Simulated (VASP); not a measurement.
## Geometry relaxation of Li16B (part 1 of 7)

The run: geometry relaxation of Li16B (defect cell, 17 atoms in the cell). Method and program: Kohn-Sham DFT of a periodic cell, PBE, VASP PAW PBE potentials, recommended, no spin polarisation (VASP 6.6.1).

It belongs to a series of runs on one base structure; here: start relaxed.

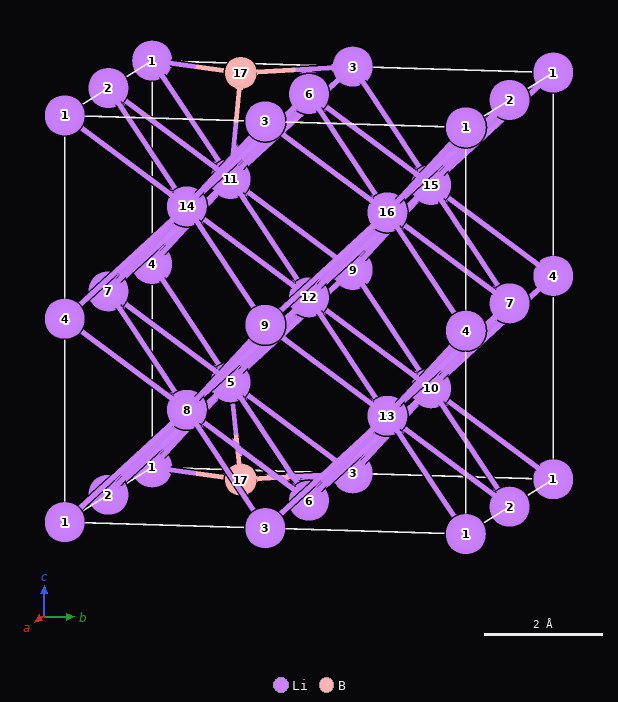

The structure as given in the input (ball-and-stick view of the cell of the calculation, seen slightly off an axis; atoms are numbered from 1 in the order of the input). An atom can appear more than once, as a periodic image.

INCAR
```
PREC = Accurate
ENCUT = 520
EDIFF = 1E-6
ISMEAR = -1
SIGMA = 0.15
LREAL = Auto
LASPH = T
NELM = 100
ALGO = Fast
ISIF = 2
LWAVE = F
LCHARG = F
GGA = PE
IBRION = 2
NSW = 45
EDIFFG = -0.08
```

KPOINTS
```
regular mesh
0
Gamma
  2 2 2
```

POSCAR
```
Li16B
1.0
    6.9800000000      0.0000000000      0.0000000000
    0.0000000000      6.9800000000      0.0000000000
    0.0000000000      0.0000000000      6.9800000000
Li B
16 1
Direct
    0.0000000000      0.0000000000      0.0000000000
    0.5000000000      0.0000000000      0.0000000000
    0.0000000000      0.5000000000      0.0000000000
    0.0000000000      0.0000000000      0.5000000000
    0.2500000000      0.2500000000      0.2500000000
    0.5000000000      0.5000000000      0.0000000000
    0.5000000000      0.0000000000      0.5000000000
    0.7500000000      0.2500000000      0.2500000000
    0.0000000000      0.5000000000      0.5000000000
    0.2500000000      0.7500000000      0.2500000000
    0.2500000000      0.2500000000      0.7500000000
    0.5000000000      0.5000000000      0.5000000000
    0.7500000000      0.7500000000      0.2500000000
    0.7500000000      0.2500000000      0.7500000000
    0.2500000000      0.7500000000      0.7500000000
    0.7500000000      0.7500000000      0.7500000000
    0.1233430000      0.2478318000     -0.0062596000
```

Run as:
```bash
cat potpaw_PBE.64/Li_sv/POTCAR potpaw_PBE.64/B/POTCAR > POTCAR
mpirun -np 1 vasp_std > vasp.out
```

OSZICAR
```
N       E                     dE             d eps       ncg     rms          rms(c)
DAV:   1     0.292929789733E+03    0.29293E+03   -0.22877E+04   560   0.148E+03
DAV:   2     0.411374542581E+02   -0.25179E+03   -0.24142E+03   546   0.379E+02
DAV:   3    -0.200754383725E+02   -0.61213E+02   -0.59421E+02   986   0.949E+01
DAV:   4    -0.359443691093E+02   -0.15869E+02   -0.15732E+02   898   0.757E+01
DAV:   5    -0.394025270089E+02   -0.34582E+01   -0.34567E+01   992   0.238E+01    0.955E+00
RMM:   6    -0.366335575620E+02    0.27690E+01   -0.97878E+00   660   0.102E+01    0.616E+00
RMM:   7    -0.346248724391E+02    0.20087E+01   -0.11626E+00   737   0.581E+00    0.150E+00
RMM:   8    -0.346498119741E+02   -0.24940E-01   -0.50179E-01   861   0.281E+00    0.116E+00
RMM:   9    -0.346248307536E+02    0.24981E-01   -0.18026E-01   858   0.160E+00    0.536E-01
RMM:  10    -0.346257228605E+02   -0.89211E-03   -0.12190E-01   874   0.120E+00    0.122E-01
RMM:  11    -0.346314966470E+02   -0.57738E-02   -0.62149E-02   884   0.821E-01    0.619E-02
RMM:  12    -0.346355514584E+02   -0.40548E-02   -0.41684E-02   895   0.609E-01    0.830E-02
RMM:  13    -0.346381280467E+02   -0.25766E-02   -0.26648E-02   850   0.468E-01    0.949E-02
RMM:  14    -0.346402119307E+02   -0.20839E-02   -0.21681E-02   852   0.388E-01    0.157E-01
RMM:  15    -0.346414610473E+02   -0.12491E-02   -0.13502E-02   750   0.343E-01    0.151E-02
RMM:  16    -0.346425170652E+02   -0.10560E-02   -0.10893E-02   878   0.284E-01    0.149E-02
RMM:  17    -0.346432544361E+02   -0.73737E-03   -0.75649E-03   804   0.235E-01    0.171E-02
RMM:  18    -0.346438374137E+02   -0.58298E-03   -0.59905E-03   622   0.193E-01    0.241E-02
RMM:  19    -0.346442592767E+02   -0.42186E-03   -0.43667E-03   622   0.167E-01    0.289E-02
RMM:  20    -0.346445909063E+02   -0.33163E-03   -0.34444E-03   622   0.142E-01    0.317E-02
RMM:  21    -0.346448378173E+02   -0.24691E-03   -0.25901E-03   616   0.123E-01    0.314E-02
RMM:  22    -0.346450358169E+02   -0.19800E-03   -0.20515E-03   619   0.106E-01    0.353E-02
RMM:  23    -0.346451855875E+02   -0.14977E-03   -0.15742E-03   607   0.928E-02    0.358E-02
RMM:  24    -0.346453060955E+02   -0.12051E-03   -0.12553E-03   601   0.806E-02    0.383E-02
RMM:  25    -0.346453983037E+02   -0.92208E-04   -0.97456E-04   599   0.709E-02    0.394E-02
RMM:  26    -0.346454725771E+02   -0.74273E-04   -0.78603E-04   586   0.621E-02    0.404E-02
RMM:  27    -0.346455316922E+02   -0.59115E-04   -0.61887E-04   527   0.547E-02    0.421E-02
RMM:  28    -0.346455757496E+02   -0.44057E-04   -0.49754E-04   591   0.489E-02    0.395E-02
RMM:  29    -0.346456105219E+02   -0.34772E-04   -0.39864E-04   585   0.440E-02    0.362E-02
RMM:  30    -0.346456381620E+02   -0.27640E-04   -0.31833E-04   568   0.392E-02    0.336E-02
RMM:  31    -0.346456629510E+02   -0.24789E-04   -0.26165E-04   541   0.347E-02    0.343E-02
RMM:  32    -0.346456812823E+02   -0.18331E-04   -0.21001E-04   569   0.314E-02    0.330E-02
RMM:  33    -0.346456979907E+02   -0.16708E-04   -0.17579E-04   533   0.281E-02    0.337E-02
RMM:  34    -0.346457113348E+02   -0.13344E-04   -0.14144E-04   484   0.253E-02    0.343E-02
RMM:  35    -0.346457219148E+02   -0.10580E-04   -0.12036E-04   475   0.233E-02    0.339E-02
RMM:  36    -0.346457308478E+02   -0.89330E-05   -0.98257E-05   447   0.214E-02    0.341E-02
RMM:  37    -0.346457387437E+02   -0.78959E-05   -0.84697E-05   400   0.198E-02    0.345E-02
RMM:  38    -0.346457445207E+02   -0.57770E-05   -0.68435E-05   444   0.185E-02    0.341E-02
RMM:  39    -0.346457496319E+02   -0.51112E-05   -0.59724E-05   448   0.174E-02    0.338E-02
RMM:  40    -0.346457542613E+02   -0.46294E-05   -0.49553E-05   379   0.163E-02    0.341E-02
RMM:  41    -0.346457585247E+02   -0.42634E-05   -0.43469E-05   368   0.153E-02    0.346E-02
RMM:  42    -0.346457617826E+02   -0.32579E-05   -0.35867E-05   367   0.145E-02    0.348E-02
RMM:  43    -0.346457647250E+02   -0.29424E-05   -0.31398E-05   354   0.139E-02    0.351E-02
RMM:  44    -0.346457671355E+02   -0.24105E-05   -0.26433E-05   360   0.133E-02    0.353E-02
RMM:  45    -0.346457690566E+02   -0.19212E-05   -0.22695E-05   347   0.127E-02    0.353E-02
RMM:  46    -0.346457697656E+02   -0.70895E-06   -0.19693E-05   424   0.125E-02    0.343E-02
RMM:  47    -0.346457694885E+02    0.27713E-06   -0.18015E-05   485   0.123E-02    0.324E-02
RMM:  48    -0.346457695673E+02   -0.78788E-07   -0.15287E-05   484   0.119E-02    0.311E-02
RMM:  49    -0.346457691021E+02    0.46520E-06   -0.12827E-05   454   0.114E-02    0.293E-02
RMM:  50    -0.346457684543E+02    0.64770E-06   -0.11676E-05   479   0.113E-02    0.275E-02
RMM:  51    -0.346457671292E+02    0.13251E-05   -0.11260E-05   496   0.111E-02    0.250E-02
RMM:  52    -0.346457650830E+02    0.20462E-05   -0.84878E-06   453   0.109E-02    0.218E-02
RMM:  53    -0.346457645784E+02    0.50461E-06   -0.85254E-06   478   0.105E-02
   1 F= -.34645765E+02 E0= -.34348447E+02  d E =-.346458E+02
       N       E                     dE             d eps       ncg     rms          rms(c)
DAV:   1    -0.347472715289E+02   -0.10151E+00   -0.62811E+01   546   0.449E+01    0.124E+00
RMM:   2    -0.348278309863E+02   -0.80559E-01   -0.11386E+00   660   0.563E+00    0.736E-01
RMM:   3    -0.348681054804E+02   -0.40274E-01   -0.60676E-01   763   0.297E+00    0.233E-01
RMM:   4    -0.348862248654E+02   -0.18119E-01   -0.17772E-01   824   0.154E+00    0.221E-01
RMM:   5    -0.348898368297E+02   -0.36120E-02   -0.39605E-02   853   0.704E-01    0.214E-01
RMM:   6    -0.348904412589E+02   -0.60443E-03   -0.13640E-02   825   0.439E-01    0.123E-01
RMM:   7    -0.348908181912E+02   -0.37693E-03   -0.57122E-03   730   0.277E-01    0.906E-02
RMM:   8    -0.348911621321E+02   -0.34394E-03   -0.38722E-03   780   0.208E-01    0.287E-02
RMM:   9    -0.348914385190E+02   -0.27639E-03   -0.27948E-03   748   0.153E-01    0.289E-02
RMM:  10    -0.348916038625E+02   -0.16534E-03   -0.17030E-03   682   0.120E-01    0.317E-02
RMM:  11    -0.348917125885E+02   -0.10873E-03   -0.13244E-03   651   0.988E-02    0.703E-03
RMM:  12    -0.348918051353E+02   -0.92547E-04   -0.98998E-04   671   0.824E-02    0.102E-02
RMM:  13    -0.348918797309E+02   -0.74596E-04   -0.79782E-04   605   0.698E-02    0.638E-03
RMM:  14    -0.348919357738E+02   -0.56043E-04   -0.59563E-04   586   0.600E-02    0.207E-03
RMM:  15    -0.348919843832E+02   -0.48609E-04   -0.51576E-04   579   0.529E-02    0.114E-03
RMM:  16    -0.348920192261E+02   -0.34843E-04   -0.38113E-04   572   0.467E-02    0.101E-03
RMM:  17    -0.348920522353E+02   -0.33009E-04   -0.34354E-04   561   0.419E-02    0.207E-03
RMM:  18    -0.348920756285E+02   -0.23393E-04   -0.25114E-04   542   0.373E-02    0.277E-03
RMM:  19    -0.348920974692E+02   -0.21841E-04   -0.23335E-04   534   0.338E-02    0.343E-03
RMM:  20    -0.348921128835E+02   -0.15414E-04   -0.16921E-04   465   0.304E-02    0.346E-03
RMM:  21    -0.348921277945E+02   -0.14911E-04   -0.16066E-04   456   0.278E-02    0.390E-03
RMM:  22    -0.348921383043E+02   -0.10510E-04   -0.11686E-04   437   0.254E-02    0.373E-03
RMM:  23    -0.348921484921E+02   -0.10188E-04   -0.11090E-04   405   0.234E-02    0.398E-03
RMM:  24    -0.348921557744E+02   -0.72823E-05   -0.80676E-05   383   0.216E-02    0.422E-03
RMM:  25    -0.348921628413E+02   -0.70669E-05   -0.78356E-05   419   0.203E-02    0.428E-03
RMM:  26    -0.348921678310E+02   -0.49897E-05   -0.56332E-05   368   0.188E-02    0.437E-03
RMM:  27    -0.348921725666E+02   -0.47357E-05   -0.53204E-05   341   0.177E-02    0.449E-03
RMM:  28    -0.348921760278E+02   -0.34611E-05   -0.39926E-05   360   0.169E-02    0.462E-03
RMM:  29    -0.348921792983E+02   -0.32706E-05   -0.37712E-05   350   0.160E-02    0.472E-03
RMM:  30    -0.348921816868E+02   -0.23885E-05   -0.28145E-05   346   0.152E-02    0.487E-03
RMM:  31    -0.348921838854E+02   -0.21985E-05   -0.26313E-05   341   0.146E-02    0.492E-03
RMM:  32    -0.348921855073E+02   -0.16219E-05   -0.20023E-05   344   0.141E-02    0.506E-03
RMM:  33    -0.348921869642E+02   -0.14569E-05   -0.18405E-05   338   0.136E-02    0.510E-03
RMM:  34    -0.348921880043E+02   -0.10401E-05   -0.13965E-05   337   0.131E-02    0.512E-03
RMM:  35    -0.348921889552E+02   -0.95092E-06   -0.12924E-05   340   0.127E-02    0.520E-03
RMM:  36    -0.348921895350E+02   -0.57983E-06   -0.89900E-06   312   0.123E-02
   2 F= -.34892190E+02 E0= -.34595712E+02  d E =-.246425E+00
       N       E                     dE             d eps       ncg     rms          rms(c)
DAV:   1    -0.331653251923E+02    0.17269E+01   -0.35864E+02   544   0.110E+02    0.379E+00
RMM:   2    -0.338119320983E+02   -0.64661E+00   -0.98260E+00   657   0.179E+01    0.191E+00
RMM:   3    -0.347161824619E+02   -0.90425E+00   -0.93619E+00   869   0.106E+01    0.828E-01
RMM:   4    -0.351371543587E+02   -0.42097E+00   -0.40282E+00   890   0.634E+00    0.114E+00
RMM:   5    -0.351625947328E+02   -0.25440E-01   -0.34577E-01   842   0.210E+00    0.108E+00
RMM:   6    -0.351586448773E+02    0.39499E-02   -0.11280E-01   863   0.134E+00    0.876E-01
RMM:   7    -0.351420047371E+02    0.16640E-01   -0.33436E-02   766   0.764E-01    0.231E-01
RMM:   8    -0.351496371009E+02   -0.76324E-02   -0.36581E-02   819   0.699E-01    0.612E-01
RMM:   9    -0.351457953870E+02    0.38417E-02   -0.13252E-02   782   0.499E-01    0.228E-01
RMM:  10    -0.351524349450E+02   -0.66396E-02   -0.34793E-02   839   0.612E-01    0.612E-01
RMM:  11    -0.351483299467E+02    0.41050E-02   -0.85924E-03   774   0.392E-01    0.311E-01
RMM:  12    -0.351477757730E+02    0.55417E-03   -0.63091E-03   787   0.245E-01    0.151E-01
RMM:  13    -0.351481119224E+02   -0.33615E-03   -0.40783E-03   754   0.195E-01    0.127E-01
RMM:  14    -0.351483702416E+02   -0.25832E-03   -0.30154E-03   736   0.142E-01    0.119E-01
RMM:  15    -0.351485923878E+02   -0.22215E-03   -0.23719E-03   688   0.122E-01    0.115E-01
RMM:  16    -0.351485657400E+02    0.26648E-04   -0.21283E-03   756   0.138E-01    0.136E-02
RMM:  17    -0.351487273694E+02   -0.16163E-03   -0.17496E-03   751   0.109E-01    0.441E-03
RMM:  18    -0.351488405466E+02   -0.11318E-03   -0.12115E-03   707   0.858E-02    0.779E-03
RMM:  19    -0.351489433387E+02   -0.10279E-03   -0.11028E-03   670   0.735E-02    0.885E-03
RMM:  20    -0.351490223733E+02   -0.79035E-04   -0.85233E-04   591   0.635E-02    0.900E-03
RMM:  21    -0.351490947988E+02   -0.72426E-04   -0.77718E-04   576   0.564E-02    0.955E-03
RMM:  22    -0.351491535146E+02   -0.58716E-04   -0.62000E-04   600   0.519E-02    0.141E-02
RMM:  23    -0.351492057479E+02   -0.52233E-04   -0.56261E-04   551   0.463E-02    0.150E-02
RMM:  24    -0.351492465854E+02   -0.40838E-04   -0.44915E-04   568   0.440E-02    0.156E-02
RMM:  25    -0.351492824130E+02   -0.35828E-04   -0.40695E-04   569   0.405E-02    0.111E-02
RMM:  26    -0.351493116727E+02   -0.29260E-04   -0.33149E-04   540   0.372E-02    0.724E-03
RMM:  27    -0.351493380471E+02   -0.26374E-04   -0.29622E-04   538   0.340E-02    0.513E-03
RMM:  28    -0.351493599486E+02   -0.21902E-04   -0.24312E-04   526   0.317E-02    0.400E-03
RMM:  29    -0.351493797049E+02   -0.19756E-04   -0.21563E-04   471   0.291E-02    0.407E-03
RMM:  30    -0.351493958257E+02   -0.16121E-04   -0.17691E-04   446   0.270E-02    0.453E-03
RMM:  31    -0.351494100767E+02   -0.14251E-04   -0.15959E-04   490   0.257E-02    0.444E-03
RMM:  32    -0.351494219422E+02   -0.11866E-04   -0.13085E-04   431   0.239E-02    0.461E-03
RMM:  33    -0.351494326571E+02   -0.10715E-04   -0.11726E-04   386   0.225E-02    0.500E-03
RMM:  34    -0.351494413552E+02   -0.86981E-05   -0.96420E-05   377   0.213E-02    0.535E-03
RMM:  35    -0.351494491881E+02   -0.78329E-05   -0.86907E-05   356   0.204E-02    0.551E-03
RMM:  36    -0.351494555893E+02   -0.64012E-05   -0.71750E-05   348   0.194E-02    0.550E-03
RMM:  37    -0.351494613719E+02   -0.57826E-05   -0.64640E-05   323   0.185E-02    0.567E-03
RMM:  38    -0.351494661826E+02   -0.48107E-05   -0.54280E-05   345   0.178E-02    0.580E-03
RMM:  39    -0.351494704502E+02   -0.42676E-05   -0.48067E-05   318   0.170E-02    0.595E-03
RMM:  40    -0.351494739985E+02   -0.35483E-05   -0.40271E-05   342   0.164E-02    0.611E-03
RMM:  41    -0.351494770244E+02   -0.30259E-05   -0.34763E-05   311   0.157E-02    0.617E-03
RMM:  42    -0.351494795185E+02   -0.24941E-05   -0.28967E-05   317   0.153E-02    0.627E-03
RMM:  43    -0.351494816971E+02   -0.21786E-05   -0.25233E-05   322   0.147E-02    0.639E-03
RMM:  44    -0.351494834624E+02   -0.17653E-05   -0.20979E-05   339   0.142E-02    0.648E-03
RMM:  45    -0.351494848983E+02   -0.14359E-05   -0.17587E-05   309   0.138E-02    0.643E-03
RMM:  46    -0.351494860831E+02   -0.11848E-05   -0.14680E-05   328   0.135E-02    0.651E-03
RMM:  47    -0.351494871545E+02   -0.10714E-05   -0.12527E-05   334   0.131E-02    0.652E-03
RMM:  48    -0.351494878135E+02   -0.65899E-06   -0.89471E-06   299   0.126E-02
   3 F= -.35149488E+02 E0= -.34855768E+02  d E =-.503723E+00
       N       E                     dE             d eps       ncg     rms          rms(c)
DAV:   1    -0.351470542958E+02    0.24329E-02   -0.31701E+00   554   0.101E+01    0.171E-01
RMM:   2    -0.351503891636E+02   -0.33349E-02   -0.41877E-02   649   0.117E+00    0.102E-01
RMM:   3    -0.351508995140E+02   -0.51035E-03   -0.99939E-03   724   0.549E-01    0.238E-02
RMM:   4    -0.351513631765E+02   -0.46366E-03   -0.46749E-03   802   0.304E-01    0.286E-02
RMM:   5    -0.351515366492E+02   -0.17347E-03   -0.16627E-03   779   0.139E-01    0.237E-02
RMM:   6    -0.351515969814E+02   -0.60332E-04   -0.63895E-04   739   0.782E-02    0.142E-02
RMM:   7    -0.351516291340E+02   -0.32153E-04   -0.38913E-04   705   0.615E-02    0.819E-03
RMM:   8    -0.351516537978E+02   -0.24664E-04   -0.24639E-04   663   0.445E-02    0.512E-03
RMM:   9    -0.351516729960E+02   -0.19198E-04   -0.18853E-04   607   0.373E-02    0.677E-03
RMM:  10    -0.351516841927E+02   -0.11197E-04   -0.12294E-04   581   0.309E-02    0.710E-03
RMM:  11    -0.351516923799E+02   -0.81872E-05   -0.10462E-04   566   0.273E-02    0.162E-03
RMM:  12    -0.351516988098E+02   -0.64299E-05   -0.73093E-05   556   0.234E-02    0.964E-04
RMM:  13    -0.351517050739E+02   -0.62641E-05   -0.66059E-05   515   0.206E-02    0.129E-03
RMM:  14    -0.351517093892E+02   -0.43153E-05   -0.45707E-05   500   0.183E-02    0.163E-03
RMM:  15    -0.351517135619E+02   -0.41727E-05   -0.44834E-05   481   0.167E-02    0.198E-03
RMM:  16    -0.351517162684E+02   -0.27065E-05   -0.29399E-05   425   0.151E-02    0.230E-03
RMM:  17    -0.351517190829E+02   -0.28145E-05   -0.30773E-05   401   0.143E-02    0.260E-03
RMM:  18    -0.351517209521E+02   -0.18692E-05   -0.20917E-05   374   0.134E-02    0.282E-03
RMM:  19    -0.351517228698E+02   -0.19177E-05   -0.21499E-05   339   0.128E-02    0.294E-03
RMM:  20    -0.351517241686E+02   -0.12988E-05   -0.14965E-05   343   0.123E-02    0.310E-03
RMM:  21    -0.351517255548E+02   -0.13862E-05   -0.15684E-05   333   0.119E-02    0.329E-03
RMM:  22    -0.351517264833E+02   -0.92853E-06   -0.10964E-05   337   0.115E-02    0.343E-03
RMM:  23    -0.351517275217E+02   -0.10384E-05   -0.11788E-05   332   0.112E-02    0.359E-03
RMM:  24    -0.351517281645E+02   -0.64282E-06   -0.81668E-06   323   0.108E-02
   4 F= -.35151728E+02 E0= -.34858102E+02  d E =-.505964E+00
       N       E                     dE             d eps       ncg     rms          rms(c)
DAV:   1    -0.351669198981E+02   -0.15192E-01   -0.22086E+01   552   0.307E+01    0.335E-01
RMM:   2    -0.351936322066E+02   -0.26712E-01   -0.28466E-01   648   0.365E+00    0.141E-01
RMM:   3    -0.352033323127E+02   -0.97001E-02   -0.99110E-02   785   0.185E+00    0.738E-02
RMM:   4    -0.352066722534E+02   -0.33399E-02   -0.33473E-02   871   0.897E-01    0.909E-02
RMM:   5    -0.352077410791E+02   -0.10688E-02   -0.10890E-02   873   0.435E-01    0.746E-02
RMM:   6    -0.352082524361E+02   -0.51136E-03   -0.56069E-03   869   0.271E-01    0.601E-02
RMM:   7    -0.352085154357E+02   -0.26300E-03   -0.30806E-03   754   0.199E-01    0.335E-02
RMM:   8    -0.352087245427E+02   -0.20911E-03   -0.21814E-03   806   0.147E-01    0.263E-02
RMM:   9    -0.352088627208E+02   -0.13818E-03   -0.14889E-03   777   0.108E-01    0.114E-02
RMM:  10    -0.352089585380E+02   -0.95817E-04   -0.98984E-04   708   0.860E-02    0.826E-03
RMM:  11    -0.352090349053E+02   -0.76367E-04   -0.78638E-04   614   0.700E-02    0.101E-02
RMM:  12    -0.352090879695E+02   -0.53064E-04   -0.53006E-04   654   0.608E-02    0.185E-02
RMM:  13    -0.352091265345E+02   -0.38565E-04   -0.45578E-04   687   0.566E-02    0.412E-03
RMM:  14    -0.352091563339E+02   -0.29799E-04   -0.30440E-04   609   0.465E-02    0.278E-03
RMM:  15    -0.352091832104E+02   -0.26876E-04   -0.28204E-04   572   0.406E-02    0.315E-03
RMM:  16    -0.352092008238E+02   -0.17613E-04   -0.18530E-04   532   0.346E-02    0.408E-03
RMM:  17    -0.352092178131E+02   -0.16989E-04   -0.18054E-04   528   0.309E-02    0.403E-03
RMM:  18    -0.352092286334E+02   -0.10820E-04   -0.11854E-04   504   0.271E-02    0.339E-03
RMM:  19    -0.352092392931E+02   -0.10660E-04   -0.11670E-04   504   0.244E-02    0.254E-03
RMM:  20    -0.352092463732E+02   -0.70801E-05   -0.77826E-05   455   0.217E-02    0.251E-03
RMM:  21    -0.352092534095E+02   -0.70363E-05   -0.76267E-05   400   0.199E-02    0.263E-03
RMM:  22    -0.352092581093E+02   -0.46999E-05   -0.51800E-05   396   0.185E-02    0.296E-03
RMM:  23    -0.352092625853E+02   -0.44760E-05   -0.49842E-05   351   0.172E-02    0.291E-03
RMM:  24    -0.352092655227E+02   -0.29374E-05   -0.33458E-05   347   0.162E-02    0.308E-03
RMM:  25    -0.352092683553E+02   -0.28326E-05   -0.32178E-05   336   0.154E-02    0.324E-03
RMM:  26    -0.352092701522E+02   -0.17969E-05   -0.21537E-05   357   0.147E-02    0.332E-03
RMM:  27    -0.352092717735E+02   -0.16213E-05   -0.19638E-05   349   0.140E-02    0.333E-03
RMM:  28    -0.352092726454E+02   -0.87186E-06   -0.11552E-05   320   0.133E-02    0.347E-03
RMM:  29    -0.352092734439E+02   -0.79854E-06   -0.10639E-05   342   0.129E-02    0.362E-03
```
